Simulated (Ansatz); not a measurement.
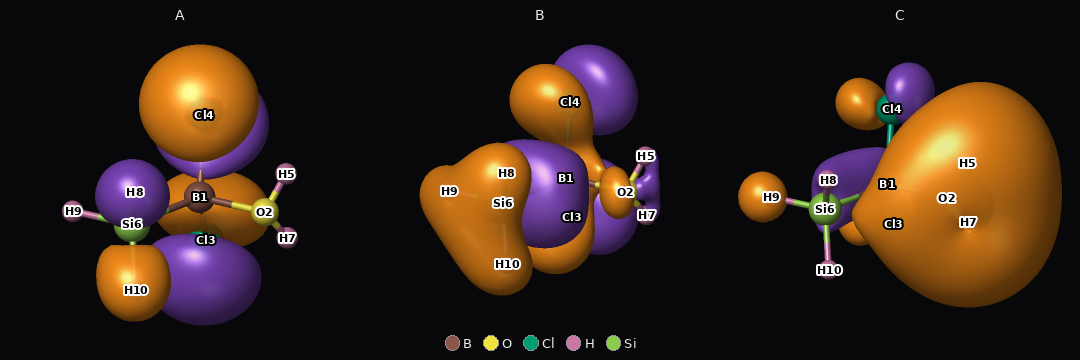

Figure. BCl2H5OSi. Three frontier orbitals at ±0.06 Å⁻³ᐟ² (orange and purple are the two phases), in no order.

The product side of a reaction path; geometry: PBE0-D4/def2-TZVP; a saddle point, not a minimum.

These are results of RKS PBE0-D4/def2-TZVPP (Ansatz), not measurements.

```yaml
atoms:
  - { symbol: B, position_ang: [-0.5554, 0.3428, 0.0512] }
  - { symbol: O, position_ang: [0.6472, 1.4843, -0.1071] }
  - { symbol: Cl, position_ang: [-1.6246, 0.7257, -1.3852] }
  - { symbol: Cl, position_ang: [-1.2938, 0.7996, 1.6635] }
  - { symbol: H, position_ang: [0.5852, 2.0499, 0.6801] }
  - { symbol: Si, position_ang: [0.2947, -1.4939, 0.0040] }
  - { symbol: H, position_ang: [0.4110, 2.0172, -0.8841] }
  - { symbol: H, position_ang: [1.2776, -1.6632, 1.1125] }
  - { symbol: H, position_ang: [-0.7554, -2.5378, 0.1471] }
  - { symbol: H, position_ang: [1.0134, -1.7248, -1.2819] }
```

> Order the three orbitals by energy and name them.

A is the HOMO−1 (−8.56 eV). By Hirshfeld shares it lies mainly on Cl3 (about 45 %) and Cl4 (about 45 %); largely a combination of lone pairs on Cl3 and Cl4. B is the HOMO (−7.59 eV). It lies mainly on Si6 (about 30 %), B1 (about 20 %), Cl3 (about 20 %) and Cl4 (about 20 %). C is the LUMO (−0.49 eV). Its weight (Hirshfeld) is mainly on H5 (about 25 %), H7 (about 25 %), O2 (about 20 %), B1 (about 10 %), Cl3 (about 5 %) and Cl4 (about 5 %).

> What is the HOMO–LUMO gap?

7.10 eV between the orbital energies.
